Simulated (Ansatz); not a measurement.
# What BaPbO3 (model cell, started as cubic perovskite with Pb in the octahedra) distorts into, part 2 of 3

Aim: this structure of BaPbO3 (model cell, started as cubic perovskite with Pb in the octahedra) is to be tested for unstable modes, and one is followed downhill.

Ansatz 0.2.0; DFT PBEsol, scalar-relativistic, plane waves, PAW; PAW set soft_1.

So far, highest frequency on the path or at a solved wavevector (cm⁻¹): step 2 (the dispersion) 660. Also lowest frequency on the path (cm⁻¹): step 2 -163.

The structure was built from a prototype and need not be the compound's stable phase.

## Step 3: The mode frozen in, largest atomic shift 0 Å

The mode followed lies at q = (0.25, -0.5, -0.5) with frequency 157.7i cm⁻¹, one of the unstable modes though not the softest. At small amplitude the distorted cell has space group no. 140 by a symmetry search on the positions. The undistorted cell that holds it gives the zero of energy on the same k mesh.

System of this step: BaPbO3 (model cell, started as cubic perovskite with Pb in the octahedra). The structure is cubic, space group Pm-3m (No. 221). Conventional cell: a = 4.281 Å, b = 4.281 Å, c = 4.281 Å, α = 90.00°, β = 90.00°, γ = 90.00°. Nearest to Ba lie 12 O at 3.03 Å. Nearest to Pb lie 6 O at 2.14 Å. Nearest to O lie 2 Pb at 2.14 Å and 4 Ba at 3.03 Å. Nearest to O lie 2 Pb at 2.14 Å and 4 Ba at 3.03 Å. Farther neighbours and most contacts between anions are not listed.

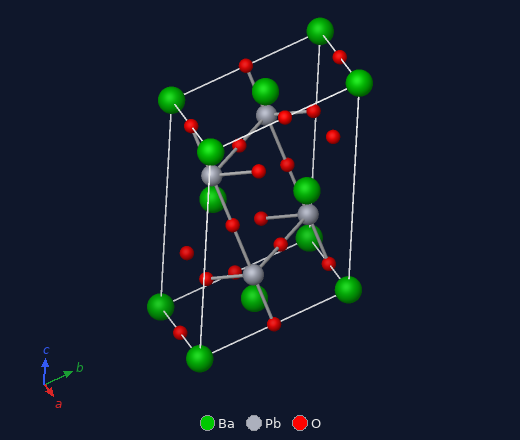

The cell of this step (barium green, lead light grey, oxygen red). Some periodic images of atoms are drawn too.

Contents of input.yaml:

```yaml
crystal:
  lattice:
    - [0.0, -4.2810551391, -4.2810551391]
    - [0.0, -4.2810551391, 4.2810551391]
    - [-8.5621102783, -4.2810551391, 0.0]
  atoms:
    - { symbol: Ba, position: [0.5, 0.5, 0.0] }
    - { symbol: Ba, position: [1.0, 0.0, 0.0] }
    - { symbol: Ba, position: [0.25, 0.25, 0.5] }
    - { symbol: Ba, position: [0.75, 0.75, 0.5] }
    - { symbol: Pb, position: [0.375, 0.875, 0.25] }
    - { symbol: Pb, position: [0.875, 0.375, 0.25] }
    - { symbol: Pb, position: [0.125, 0.625, 0.75] }
    - { symbol: Pb, position: [0.625, 0.125, 0.75] }
    - { symbol: O, position: [0.125, 0.125, 0.25] }
    - { symbol: O, position: [0.625, 0.625, 0.25] }
    - { symbol: O, position: [0.875, 0.875, 0.75] }
    - { symbol: O, position: [0.375, 0.375, 0.75] }
    - { symbol: O, position: [0.125, 0.625, 0.25] }
    - { symbol: O, position: [0.625, 0.125, 0.25] }
    - { symbol: O, position: [0.875, 0.375, 0.75] }
    - { symbol: O, position: [0.375, 0.875, 0.75] }
    - { symbol: O, position: [0.25, 0.75, 0.5] }
    - { symbol: O, position: [0.75, 0.25, 0.5] }
    - { symbol: O, position: [0.0, 0.5, 1.0] }
    - { symbol: O, position: [0.5, 0.0, 1.0] }
kpoints:
  mp_grid: { grid: [6, 6, 6] }
hamiltonian:
  xc: pbesol
  pseudopotentials: { kind: paw, azcp: { folder: soft_1 }, xc_functional: pbe }
scf:
  occupations: { method: methfessel_paxton, width: 0.2 }
output:
  forces: true
  stress: true
  eigenvalues: true
```

Launch:

```console
$ ansatz run input.yaml --threads 4 --pin off --max-ram 16384MiB --backend cpu --events-out ev --progress --plain --runs-dir out
```

Numbers of over 12 decimals in the logs are rounded to 6 here.

Output:

```text
[...]
Crystal: 20 atoms, lattice volume = 313.843 Å³
Basis set: ecut = 420 eV, 6141 PW (Γ), exchange–correlation on 90×90×128 points (8 copies of the dense FFT grid, shifted against one another)
Bands: 104, of which v1, the nominal top of the filled ones, is band 84 counted from 1 (83 counted from 0)
Symmetry: 64 space group operations
[...]
k-points: 30 of 216
[...]
k-point 0: bands = [... 80 lower, 8.5286, 9.0409, 9.0409, 9.1286, 9.1286, 12.4746, 13.8025, 13.8034, ... 16 higher]
  k-point 1: bands = [... 80 lower, 8.7877, 9.0305, 9.0516, 9.1260, 9.1315, 12.1364, 13.9042, 13.9066, ... 16 higher]
  k-point 2: bands = [... 80 lower, 9.0227, 9.0593, 9.1239, 9.1335, 9.3624, 11.3098, 13.9753, 14.0508, ... 16 higher]
  k-point 29: bands = [... 80 lower, 8.7444, 8.8482, 8.9766, 9.0202, 12.5251, 12.6982, 13.4880, 14.0167, ... 16 higher]
[key lines of the parts left out:]
SCF converged after 10 iterations
Free energy (F): -77213.997442 eV
Fermi energy:    9.141177 eV
P = ⅓ Tr σ = 0.0302 GPa (0.302 kbar)
```

The job ended after 20 s (4 threads of Arm Neoverse V1, shared host; peak memory 1.4 GiB; 79 s of CPU time).

Numbers from this step:

```
pressure                         : 0.03021 GPa
energy from the undistorted cell : 0 meV/atom
```

The run ends at a pressure of 0.03 GPa.

## Step 4: The mode frozen in, largest atomic shift 0.45 Å

The atoms are moved along the unstable eigenvector, the largest shift by 0.45 Å, with the cell fixed.

Changes to input.yaml since step 3:

```diff
@@ -14,10 +14,10 @@
     - { symbol: Pb, position: [0.625, 0.125, 0.75] }
-    - { symbol: O, position: [0.125, 0.125, 0.25] }
-    - { symbol: O, position: [0.625, 0.625, 0.25] }
-    - { symbol: O, position: [0.875, 0.875, 0.75] }
-    - { symbol: O, position: [0.375, 0.375, 0.75] }
-    - { symbol: O, position: [0.125, 0.625, 0.25] }
-    - { symbol: O, position: [0.625, 0.125, 0.25] }
-    - { symbol: O, position: [0.875, 0.375, 0.75] }
-    - { symbol: O, position: [0.375, 0.875, 0.75] }
+    - { symbol: O, position: [0.1775571367, 0.1775571367, 0.25] }
+    - { symbol: O, position: [0.5724428633, 0.5724428633, 0.25] }
+    - { symbol: O, position: [0.8224428633, 0.8224428633, 0.75] }
+    - { symbol: O, position: [0.4275571367, 0.4275571367, 0.75] }
+    - { symbol: O, position: [0.0724428633, 0.6775571367, 0.25] }
+    - { symbol: O, position: [0.6775571367, 0.0724428633, 0.25] }
+    - { symbol: O, position: [0.9275571367, 0.3224428633, 0.75] }
+    - { symbol: O, position: [0.3224428633, 0.9275571367, 0.75] }
     - { symbol: O, position: [0.25, 0.75, 0.5] }
```

Output:

```text
[...]
Crystal: 20 atoms, lattice volume = 313.843 Å³
Basis set: ecut = 420 eV, 6141 PW (Γ), exchange–correlation on 90×90×128 points (8 copies of the dense FFT grid, shifted against one another)
Bands: 104, of which v1, the nominal top of the filled ones, is band 84 counted from 1 (83 counted from 0)
Symmetry: 16 space group operations
[...]
k-points: 30 of 216
[...]
k-point 0: bands = [... 80 lower, 8.5707, 8.7283, 8.7501, 8.9815, 8.9962, 12.3483, 13.7082, 13.7162, ... 16 higher]
  k-point 1: bands = [... 80 lower, 8.6296, 8.7297, 8.7489, 8.9321, 9.2005, 12.0176, 13.5889, 13.8374, ... 16 higher]
  k-point 2: bands = [... 80 lower, 8.7610, 8.7825, 8.8127, 8.8127, 9.6549, 11.2370, 13.5062, 13.9107, ... 16 higher]
  k-point 29: bands = [... 80 lower, 8.5798, 8.7632, 8.8071, 8.8305, 11.7901, 11.9789, 12.8559, 13.4538, ... 16 higher]
[key lines of the parts left out:]
SCF converged after 12 iterations
Free energy (F): -77214.400879 eV
Fermi energy:    8.960161 eV
P = ⅓ Tr σ = -0.0759 GPa (-0.759 kbar)
```

The job ended after 22 s (4 threads; peak memory 1.4 GiB; 88 s of CPU time).

Numbers from this step:

* pressure: -0.07590 GPa
* energy from the undistorted cell: -20.44 meV/atom

The energy, extrapolated to zero smearing, is -20.44 meV/atom against the undistorted cell.

The run ends at a pressure of -0.08 GPa, with forces up to 0.083 eV/Å.

## Step 5: Energy along the mode, all amplitudes (two of the runs are shown above)

An imaginary frequency means negative curvature, so the energy should fall and then rise again as anharmonic terms take over.

This step gave:

```yaml
depth_at_the_lowest_point_sampled: 20.44 meV/atom
largest_atomic_shift_at_that_point: 0.45 Å
```

Energy from the parent against largest atomic shift:

| largest atomic shift (Å) | energy from the parent (meV/atom) |
| --- | --- |
| 0.000 | 0 |
| 0.040 | -0.441 |
| 0.080 | -1.72 |
| 0.140 | -4.92 |
| 0.220 | -10.7 |
| 0.320 | -17.8 |
| 0.450 | -20.4 |
| 0.600 | -1.99 |

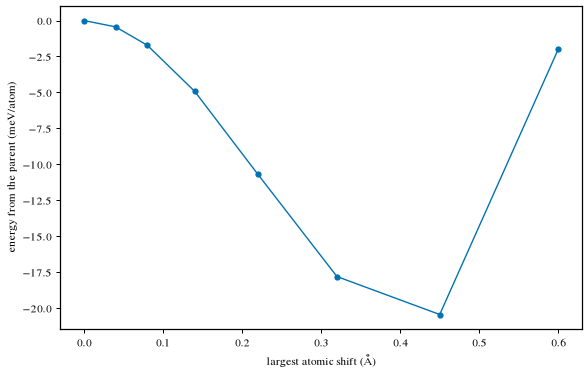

Energy from the parent, plotted against largest atomic shift.

Displacement at unit largest shift by atom:

```
atom  x (Å)  y (Å)  z (Å)  size
 Ba1   0.00   0.00   0.00  0.00
 Ba2   0.00   0.00   0.00  0.00
 Ba3   0.00   0.00   0.00  0.00
 Ba4   0.00   0.00   0.00  0.00
 Pb5   0.00   0.00   0.00  0.00
 Pb6   0.00   0.00   0.00  0.00
 Pb7   0.00   0.00   0.00  0.00
 Pb8   0.00   0.00   0.00  0.00
  O9   0.00  -1.00   0.00  1.00
 O10   0.00   1.00   0.00  1.00
 O11   0.00   1.00   0.00  1.00
 O12   0.00  -1.00   0.00  1.00
 O13   0.00   0.00   1.00  1.00
 O14   0.00   0.00  -1.00  1.00
 O15   0.00   0.00  -1.00  1.00
 O16   0.00   0.00   1.00  1.00
 O17   0.00   0.00   0.00  0.00
 O18   0.00   0.00   0.00  0.00
 O19   0.00   0.00   0.00  0.00
 O20   0.00   0.00   0.00  0.00
```

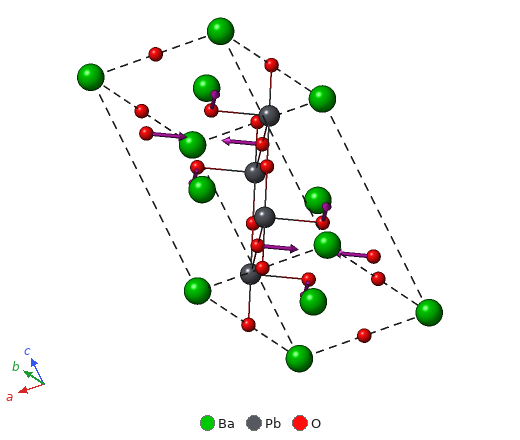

Displacement at unit largest shift as arrows, the longest 1 Å. Some periodic images of atoms are drawn too.

The lowest of the steps tried is at 0.45 Å, 20.4 meV/atom below the parent; the bottom of the well need not coincide with a step.

[end of part 2 of 3]

[Logs are printed without paths, hosts, clocks, repeated set-up lines and the standing remarks that a program may print on its own settings, such as how far it seeks lower states.]

[Hosts, paths, dates, database ids (printed as entryN), source tags and the programs' standing remarks are cut or masked in the printed files.]
